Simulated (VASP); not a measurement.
# ZnSb with r2SCAN: from relaxation to properties, part 2 of 2

Aim: relax ZnSb with r2SCAN, compute its properties on that cell and hold them against experiment. Left out of this account: 1 further run (phonons: its modes failed a check). The start is a cell from a database of measured crystal structures.

VASP 6.6.1; r2SCAN; plane waves and PAW (Zn, Sb).

So far, gap on the k-mesh (eV): step 2 (full relaxation (r2SCAN)) 0.470; step 5 (density of states (r2SCAN)) 0.562.

### 6. Optical spectrum (r2SCAN)

LOPTICS sums transitions from filled to empty bands. NBANDS is raised for it.

INCAR

```
SYSTEM = ZnSb
PREC = Accurate
ENCUT = 400
EDIFF = 1E-06
NELM = 100
ISMEAR = 0
SIGMA = 0.05
LREAL = .FALSE.
ALGO = Normal
METAGGA = R2SCAN
LASPH = .TRUE.
NBANDS = 196
LORBIT = 11
LWAVE = .FALSE.
LCHARG = .FALSE.
KPAR = 8
LOPTICS = .TRUE.
NEDOS = 1500
CSHIFT = 0.1
```

POSCAR

```
ZnSb
1.0
    6.2166224712      0.0000000000      0.0000000000
    0.0000000000      7.7367011607      0.0000000000
    0.0000000000      0.0000000000      8.1178643578
Zn Sb
8 8
Direct
    0.4635922419      0.1047146190      0.8715094253
    0.0364077581      0.8952853810      0.3715094253
    0.9635922419      0.3952853810      0.1284905747
    0.5364077581      0.6047146190      0.6284905747
    0.5364077581      0.8952853810      0.1284905747
    0.9635922419      0.1047146190      0.6284905747
    0.0364077581      0.6047146190      0.8715094253
    0.4635922419      0.3952853810      0.3715094253
    0.1423131241      0.0838419336      0.1082418470
    0.3576868759      0.9161580664      0.6082418470
    0.6423131241      0.4161580664      0.8917581530
    0.8576868759      0.5838419336      0.3917581530
    0.8576868759      0.9161580664      0.8917581530
    0.6423131241      0.0838419336      0.3917581530
    0.3576868759      0.5838419336      0.1082418470
    0.1423131241      0.4161580664      0.6082418470
```

KPOINTS

```
Automatic mesh
0
Gamma
6 5 4
0 0 0
```

PAW data sets: Zn and Sb (PBE family, release 64).

Started as:

```sh
> mpirun -np 8 vasp_std
```

It took 22 min on 8 MPI ranks of Intel Xeon Platinum 8375C at 2.90GHz (Ice Lake), shared host; peak memory 19 GiB; 2.9 h of CPU time.

With so small a gap the low-energy part of the spectrum hangs on the few k-points near the gap and is not converged. These are independent-particle spectra without excitons or local fields, and fine structure depends on the mesh and on CSHIFT.

Numbers from this step:

- electronic steps: 18
- bands: 196
- Fermi energy: 5.039 eV
- pressure: -0.002600 GPa

The imaginary dielectric function has structure finer than the step of the table below, so its rows give means over 1 eV, whole bins alone (the curve runs from 0 to 25.0 eV). Peaks (eV: height): xx 2.1: 48.5; yy 2.8: 30.6; zz 0.7: 7.67, 2.4: 27.5, 2.9: 28.8.

The imaginary dielectric function by photon energy; means over each step:

| photon energy (eV) | xx | yy | zz |
| --- | --- | --- | --- |
| 1 | 2.53 | 5.48 | 6.21 |
| 2 | 34.7 | 19.7 | 20.5 |
| 3 | 28.5 | 24.8 | 24.0 |
| 4 | 12.8 | 14.7 | 15.5 |
| 5 | 6.92 | 8.70 | 8.63 |
| 6 | 3.91 | 5.32 | 5.05 |
| 7 | 2.26 | 3.19 | 3.13 |
| 8 | 1.46 | 1.93 | 1.80 |
| 9 | 1.17 | 1.42 | 1.38 |
| 10 | 0.864 | 1.09 | 1.05 |
| 11 | 0.679 | 0.804 | 0.723 |
| 12 | 0.587 | 0.621 | 0.625 |
| 13 | 0.500 | 0.502 | 0.503 |
| 14 | 0.387 | 0.411 | 0.415 |
| 15 | 0.336 | 0.334 | 0.349 |
| 16 | 0.297 | 0.292 | 0.305 |
| 17 | 0.257 | 0.249 | 0.256 |
| 18 | 0.217 | 0.226 | 0.228 |
| 19 | 0.203 | 0.198 | 0.204 |
| 20 | 0.179 | 0.170 | 0.175 |
| 21 | 0.169 | 0.163 | 0.165 |
| 22 | 0.155 | 0.149 | 0.151 |
| 23 | 0.135 | 0.131 | 0.132 |
| 24 | 0.116 | 0.120 | 0.119 |

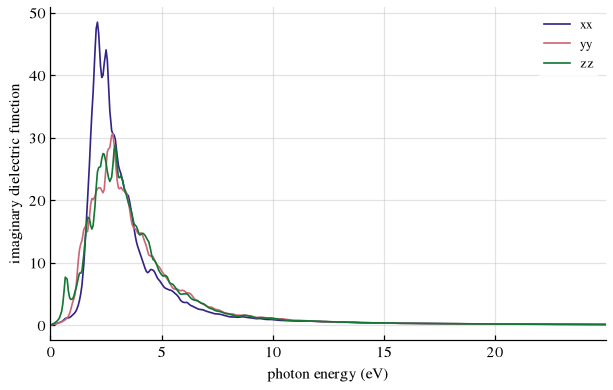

Imaginary dielectric function, plotted against photon energy.

Table of real dielectric function by photon energy:

```
photon energy (eV)       xx       yy       zz
                 0     23.8     20.7     22.4
                 1     28.8     26.5     22.9
                 2     34.6     20.2     25.2
                 3    -7.46   -0.280     1.35
                 4    -10.2    -3.87    -4.27
                 5    -6.92    -5.81    -5.97
                 6    -5.08    -4.32    -4.45
                 7    -3.63    -3.84    -4.01
                 8    -2.51    -2.71    -2.73
                 9    -1.75    -1.96    -1.92
                10    -1.26    -1.38    -1.43
                11   -0.850    -1.02   -0.985
                12   -0.603   -0.716   -0.643
                13   -0.378   -0.459   -0.422
                14   -0.213   -0.262   -0.249
                15  -0.0406  -0.0984  -0.0824
                16   0.0741   0.0193   0.0408
                17    0.145    0.128    0.129
                18    0.240    0.235    0.225
                19    0.307    0.286    0.290
                20    0.372    0.360    0.354
                21    0.421    0.410    0.413
                22    0.458    0.456    0.449
                23    0.496    0.491    0.489
                24    0.527    0.527    0.529
```

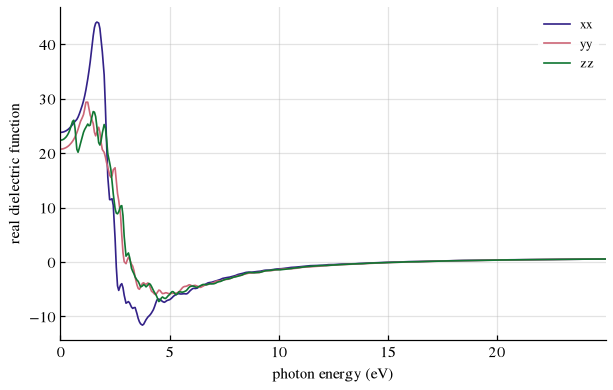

Real dielectric function, plotted against photon energy.

The mean of ε2 over directions passes 5 % of its top at 0.61 eV, against a least direct gap of 0.70 eV on this mesh; what lies under the gap is the tail of the broadening by CSHIFT. The indirect gap (0.34 eV in the band run) doesn't show, since phonons are left out.

### 7. Volume scan with r2SCAN

An equation of state needs energies on both sides of the minimum, all on one mesh and cutoff.

INCAR

```
SYSTEM = ZnSb
PREC = Accurate
ENCUT = 400
EDIFF = 1E-06
NELM = 100
ISMEAR = 0
SIGMA = 0.05
LREAL = .FALSE.
ALGO = Normal
METAGGA = R2SCAN
LASPH = .TRUE.
NBANDS = 84
LORBIT = 11
LWAVE = .FALSE.
LCHARG = .FALSE.
KPAR = 4
NCORE = 2
ISIF = 2
```

Changes to POSCAR since step 6:

```diff
@@ -2,5 +2,5 @@
 1.0
-    6.2166224712      0.0000000000      0.0000000000
-    0.0000000000      7.7367011607      0.0000000000
-    0.0000000000      0.0000000000      8.1178643578
+    6.0897170159      0.0000000000      0.0000000000
+    0.0000000000      7.5787649843      0.0000000000
+    0.0000000000      0.0000000000      7.9521471573
 Zn Sb
```

KPOINTS

```
Automatic mesh
0
Gamma
4 3 3
0 0 0
```

Started as:

```sh
> mpirun -np 8 vasp_std
```

Elapsed: 3.2 min, on 8 MPI ranks; peak memory 2.5 GiB.

The scan keeps the cell's shape and the fractional positions fixed.

This step gave:

| Quantity | Value |
| --- | --- |
| electronic steps | 19 |
| bands | 84 |
| irreducible k points | 12 |
| free energy (TOTEN) | -277.4993 eV |
| Fermi energy | 5.749 eV |
| pressure | 4.280 GPa |
| conduction bottom at k | 0, 0, 0.3333 |
| gap on the k-mesh | 0.5610 eV |
| least direct gap on the k-mesh | 0.8807 eV |

Force by atom:

```csv
atom,x (eV/Å),y (eV/Å),z (eV/Å),size
Zn1,-0.048,-0.009,0.033,0.059
Zn2,0.048,0.009,0.033,0.059
Zn3,-0.048,0.009,-0.033,0.059
Zn4,0.048,-0.009,-0.033,0.059
Zn5,0.048,0.009,-0.033,0.059
Zn6,-0.048,-0.009,-0.033,0.059
Zn7,0.048,-0.009,0.033,0.059
Zn8,-0.048,0.009,0.033,0.059
Sb9,0.172,0.137,0.127,0.254
Sb10,-0.172,-0.137,0.127,0.254
Sb11,0.172,-0.137,-0.127,0.254
Sb12,-0.172,0.137,-0.127,0.254
Sb13,-0.172,-0.137,-0.127,0.254
Sb14,0.172,0.137,-0.127,0.254
Sb15,-0.172,0.137,0.127,0.254
Sb16,0.172,-0.137,0.127,0.254
```

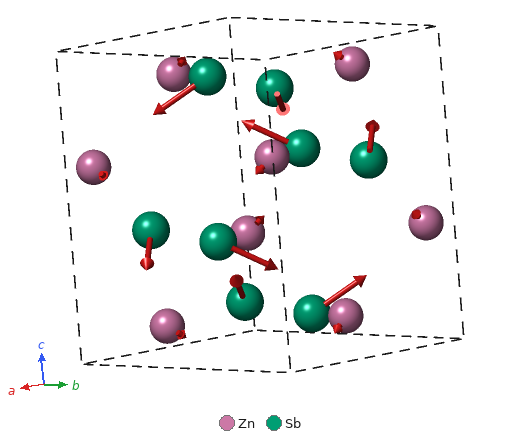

Force as arrows, the longest 0.254 eV/Å.

The pressure here is 4.28 GPa.

### 8. Volume scan with r2SCAN (run 2)

INCAR is that of step 7.

Changes to POSCAR since step 7:

```diff
@@ -2,5 +2,5 @@
 1.0
-    6.0897170159      0.0000000000      0.0000000000
-    0.0000000000      7.5787649843      0.0000000000
-    0.0000000000      0.0000000000      7.9521471573
+    6.1326037600      0.0000000000      0.0000000000
+    0.0000000000      7.6321383272      0.0000000000
+    0.0000000000      0.0000000000      8.0081500388
 Zn Sb
```

KPOINTS is that of step 7.

Started as:

```sh
> mpirun -np 8 vasp_std
```

Run time: 2.8 min. Hardware: 8 MPI ranks; peak memory 2.5 GiB; 21 min of CPU time.

This step gave:

| Item | Value |
| --- | --- |
| free energy (TOTEN) | -277.6786 eV |
| Fermi energy | 5.505 eV |
| pressure | 2.655 GPa |
| gap on the k-mesh | 0.5352 eV |
| least direct gap on the k-mesh | 0.8169 eV |

Force by atom:

```csv
atom,x (eV/Å),y (eV/Å),z (eV/Å),size
Zn1,-0.024,-0.008,0.020,0.032
Zn2,0.024,0.008,0.020,0.032
Zn3,-0.024,0.008,-0.020,0.032
Zn4,0.024,-0.008,-0.020,0.032
Zn5,0.024,0.008,-0.020,0.032
Zn6,-0.024,-0.008,-0.020,0.032
Zn7,0.024,-0.008,0.020,0.032
Zn8,-0.024,0.008,0.020,0.032
Sb9,0.110,0.087,0.081,0.162
Sb10,-0.110,-0.087,0.081,0.162
Sb11,0.110,-0.087,-0.081,0.162
Sb12,-0.110,0.087,-0.081,0.162
Sb13,-0.110,-0.087,-0.081,0.162
Sb14,0.110,0.087,-0.081,0.162
Sb15,-0.110,0.087,0.081,0.162
Sb16,0.110,-0.087,0.081,0.162
```

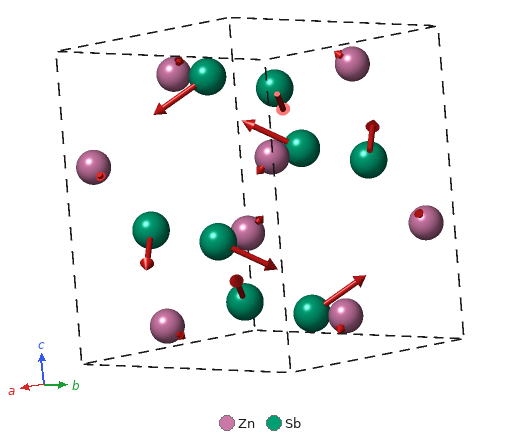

Force as arrows, the longest 0.162 eV/Å.

The pressure falls from 4.28 to 2.66 GPa.

The run ends at a pressure of 2.66 GPa, with forces up to 0.16 eV/Å.

### 9. Volume scan with r2SCAN (run 3)

INCAR is that of step 8.

Changes to POSCAR since step 8:

```diff
@@ -2,5 +2,5 @@
 1.0
-    6.1326037600      0.0000000000      0.0000000000
-    0.0000000000      7.6321383272      0.0000000000
-    0.0000000000      0.0000000000      8.0081500388
+    6.1748989156      0.0000000000      0.0000000000
+    0.0000000000      7.6847754273      0.0000000000
+    0.0000000000      0.0000000000      8.0633804050
 Zn Sb
```

KPOINTS is that of step 8.

Started as:

```sh
> mpirun -np 8 vasp_std
```

Run time: 3.6 min. Hardware: 8 MPI ranks; peak memory 2.5 GiB.

The pressure falls from 2.66 to 1.21 GPa.

The run ends at a pressure of 1.21 GPa, with forces up to 0.077 eV/Å.

### 10. Volume scan with r2SCAN (run 4)

INCAR is that of step 9.

Changes to POSCAR since step 9:

```diff
@@ -2,5 +2,5 @@
 1.0
-    6.1748989156      0.0000000000      0.0000000000
-    0.0000000000      7.6847754273      0.0000000000
-    0.0000000000      0.0000000000      8.0633804050
+    6.2166224712      0.0000000000      0.0000000000
+    0.0000000000      7.7367011607      0.0000000000
+    0.0000000000      0.0000000000      8.1178643578
 Zn Sb
```

KPOINTS is that of step 9.

Started as:

```sh
> mpirun -np 8 vasp_std
```

Elapsed: 4.1 min, on 8 MPI ranks; peak memory 2.6 GiB; 30 min of CPU time.

The pressure falls from 1.21 to -0.01 GPa.

The run ends at a pressure of -0.01 GPa, with forces up to 0.0090 eV/Å.

### 11. Volume scan with r2SCAN (run 5)

INCAR is that of step 10.

Changes to POSCAR since step 10:

```diff
@@ -2,5 +2,5 @@
 1.0
-    6.2166224712      0.0000000000      0.0000000000
-    0.0000000000      7.7367011607      0.0000000000
-    0.0000000000      0.0000000000      8.1178643578
+    6.2577933563      0.0000000000      0.0000000000
+    0.0000000000      7.7879390854      0.0000000000
+    0.0000000000      0.0000000000      8.1716266157
 Zn Sb
```

KPOINTS is that of step 10.

Started as:

```sh
> mpirun -np 8 vasp_std
```

It took 4.1 min on 8 MPI ranks; peak memory 2.7 GiB; 30 min of CPU time.

The pressure falls from -0.01 to -1.18 GPa.

The run ends at a pressure of -1.18 GPa, with forces up to 0.072 eV/Å.

### 12. Volume scan with r2SCAN (run 6)

INCAR is that of step 11.

Changes to POSCAR since step 11:

```diff
@@ -2,5 +2,5 @@
 1.0
-    6.2577933563      0.0000000000      0.0000000000
-    0.0000000000      7.7879390854      0.0000000000
-    0.0000000000      0.0000000000      8.1716266157
+    6.2984295167      0.0000000000      0.0000000000
+    0.0000000000      7.8385115355      0.0000000000
+    0.0000000000      0.0000000000      8.2246906130
 Zn Sb
```

KPOINTS is that of step 11.

Started as:

```sh
> mpirun -np 8 vasp_std
```

Wall time 4.5 min (8 MPI ranks); peak memory 2.7 GiB.

The pressure falls from -1.18 to -2.21 GPa.

The run ends at a pressure of -2.21 GPa, with forces up to 0.14 eV/Å.

### 13. Volume scan with r2SCAN (run 7)

A prediction first. A parabola through the 6 pressures of evenly scaled cells so far, P = -0.05 -60.6 t +147 t² GPa with t = ln(V/V₁) and V₁ the volume at scale 1, gives -3.08 GPa at t = +0.0583.

INCAR is that of step 12.

Changes to POSCAR since step 12:

```diff
@@ -2,5 +2,5 @@
 1.0
-    6.2984295167      0.0000000000      0.0000000000
-    0.0000000000      7.8385115355      0.0000000000
-    0.0000000000      0.0000000000      8.2246906130
+    6.3385479838      0.0000000000      0.0000000000
+    0.0000000000      7.8884397067      0.0000000000
+    0.0000000000      0.0000000000      8.2770785899
 Zn Sb
```

KPOINTS is that of step 12.

Started as:

```sh
> mpirun -np 8 vasp_std
```

It took 4.1 min on 8 MPI ranks; peak memory 2.7 GiB; 30 min of CPU time.

The pressure falls from -2.21 to -3.12 GPa. The parabola predicted -3.08 GPa, +0.04 GPa off.

### 14. The series together

Times are for 8 MPI ranks of Intel Xeon Platinum 8375C at 2.90GHz (Ice Lake), shared host. The runs compared:

```csv
no.,volume scale,energy above the lowest point (meV/atom),pressure (GPa),gap on the k-mesh (eV),time,memory (GiB)
1,0.94,20.54,4.280,0.5610,3.2 min,2.5
2,0.96,9.33,2.655,0.5352,2.8 min,2.5
3,0.98,2.79,1.208,0.5019,3.6 min,2.5
4,1,0,-0.007260,0.4696,4.1 min,2.6
5,1.02,1.41,-1.182,0.4390,4.1 min,2.7
6,1.04,5.92,-2.208,0.4100,4.5 min,2.7
7,1.06,13.39,-3.119,0.3826,4.1 min,2.7
```

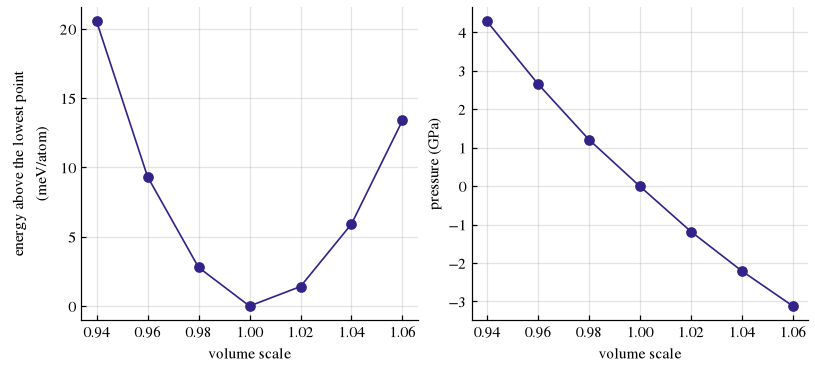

The series as plots.

### 15. Fit for r2SCAN

This step: Birch-Murnaghan fit, r2SCAN; plane waves and PAW (VASP 6.6.1).

No new run; the numbers come from the runs before.

This step gave:

```yaml
pressure_derivative_of_the_bulk_modulus: 4.223
r_m_s_error_of_the_fit: 7.73e-5 eV/atom
minimum_inside_the_sampled_range: yes
bulk_modulus: 60.01 GPa
equilibrium_volume_of_the_fit: 24.48 Å³/atom
```

Energy above the fitted minimum against volume:

```
volume (Å³/atom)  energy above the fitted minimum (eV/atom)
           22.94                                     0.0204
           23.43                                    0.00922
           23.91                                    0.00267
           24.40                                    -1.1e-4
           24.89                                    0.00129
           25.38                                    0.00580
           25.87                                     0.0133
```

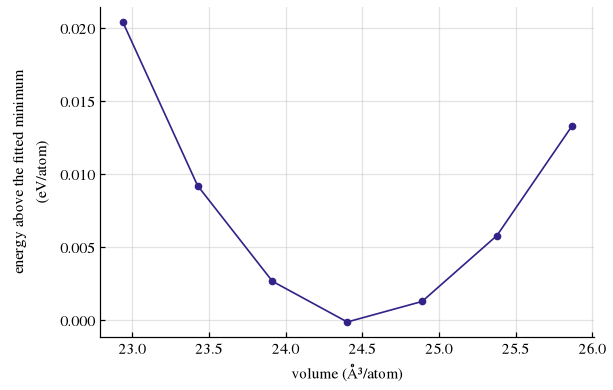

Energy above the fitted minimum, plotted against volume.

The fitted volume lies +0.33 % from the relaxed one. At a finite cutoff and mesh the minimum of the energy and the zero of the stress don't quite coincide, and the relaxation stops at a threshold. The atoms bear forces along the scan, since they were held; freeing them would lower the modulus.

### 16. Summary of results

```yaml
relaxed_volume: 24.40 Å³/atom
relaxed_conventional_cell_a_b_c: 6.217, 7.737, 8.118 Å
space_group_after_relaxing_within_0p02_a: Pbca (No. 61)
band_gap: 0.343 eV, indirect (least direct gap of that run 0.663 eV)
gap_among_the_points_of_the_dos_mesh_alone_an_upper_bound: 0.562 eV
strongest_peak_of_eps_2_mean_over_directions: 2.51 eV
bulk_modulus_from_the_fit: 60.0 GPa
volume_from_the_fit: 24.5 Å³/atom
```

**Reading.** With r2SCAN, ZnSb relaxes to 24.40 Å³/atom in space group Pbca (held by the symmetry of the run), has an indirect gap of 0.343 eV and has a bulk modulus of 60.0 GPa at fixed shape and positions, an upper bound. Against the listed cell the volume lies under 0.05 % (a under 0.05 %, b -0.1 %, c under 0.05 %). Band structure (r2SCAN): On this path the gap is indirect, 0.34 eV, with the valence top between Γ and X and the conduction bottom between Γ and Z. The least direct gap is 0.66 eV. Experiment finds a gap of 0.53 eV (arxiv:1408.6044); the computed 0.34 eV is not graded against it, since it lacks spin-orbit coupling or the sample's magnetic order. Spin-orbit coupling is left out, and with elements this heavy it would split and shift bands near the edges, and it can change the kind of a small gap. No search among competing phases was made, and a listed structure need not be the one stable at ambient conditions. All values are for a static lattice at zero temperature.

Computed beside measured:

| quantity | measured | r2SCAN |
| --- | --- | --- |
| lattice constant a (Å) | 6.2055 | 6.217 (+0.2 %) |
| lattice constant b (Å) | 7.746 | 7.737 (-0.1 %) |
| lattice constant c (Å) | 8.1026 | 8.118 (+0.2 %) |

Measured values from arxiv:1502.05901 (2015).

Verdict: The lattice constant a is off by +0.2 %: good agreement. The lattice constant b is off by -0.1 %: good agreement. The lattice constant c is off by +0.2 %: good agreement. The grades are ours: good and fair within 0.7 and 1.5 % for the lattice constant a, 0.7 and 1.5 % for the lattice constant b and 0.8 and 2 % for the lattice constant c. For lattice constants the calculation has a static lattice, without zero-point motion or thermal expansion (measured at up to 300 K).

[Lines on the potential files, build, host, timing and source positions are cut from VASP's logs without a mark.]

[Logs are printed without paths, hosts, clocks, repeated set-up lines and the standing remarks that a program may print on its own settings, such as how far it seeks lower states.]

[Hosts, paths, dates, database ids (printed as entryN), source tags and the programs' standing remarks are cut or masked in the printed files.]

[A measured line is paired with the nearest computed mode of its activity, which favours agreement.]
